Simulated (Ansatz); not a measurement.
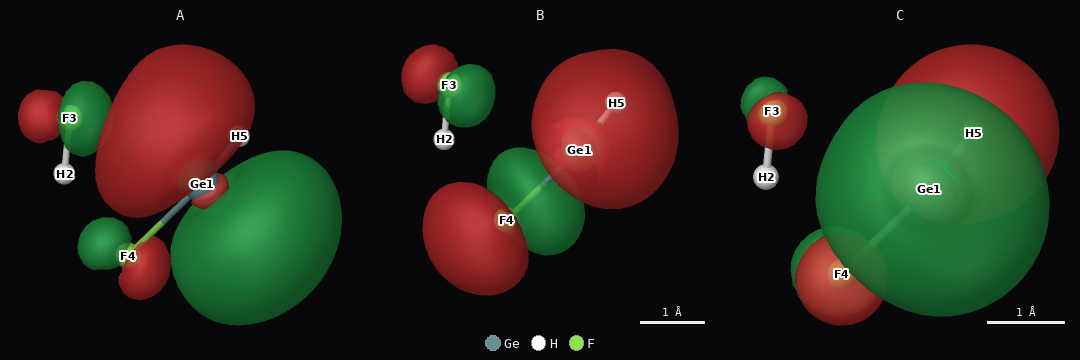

*FGeH···HF. Three frontier orbitals at ±0.1 Å⁻³ᐟ² (green and red are the two phases), in no order.*

These are results of RKS B3LYP/def2-SVP (Ansatz 0.2.0), not measurements.

Input

```
crystal:
  periodic: [false, false, false]
  atoms:
    - { symbol: Ge, position_ang: [-0.80243, -0.133179, 0.23639] }
    - { symbol: H, position_ang: [1.575768, 0.220378, 1.577266] }
    - { symbol: F, position_ang: [2.0058, -0.103513, 0.822712] }
    - { symbol: F, position_ang: [-0.75366, 1.312996, -0.774956] }
    - { symbol: H, position_ang: [-0.770778, -1.190582, -0.973511] }
basis:
  gaussian: { orbitals: def2-SVP }
hamiltonian:
  xc: b3lyp
relax:
  f_tol: 0.03
  max_steps: 50
output:
  orbitals: {}
```

Run with:

```sh
ansatz run input.yaml --threads 1 --pin off --max-ram 2048MiB --backend cpu --events-out ev --progress --plain --runs-dir out
```

The fields are those of the run's last geometry, not of the input's.

> Which picture is the HOMO−1, the HOMO and the LUMO?

B is the HOMO−1 (−10.53 eV). By Hirshfeld shares it lies mainly on F4 (about 60 %), Ge1 (about 25 %) and H5 (about 10 %). C is the HOMO (−6.97 eV). It lies mainly on Ge1 (about 65 %), H5 (about 25 %) and F4 (about 10 %). A is the LUMO (−2.24 eV). It lies mainly on Ge1 (about 85 %) and F3 (about 5 %).

> What is the HOMO–LUMO gap?

4.73 eV between the orbital energies.
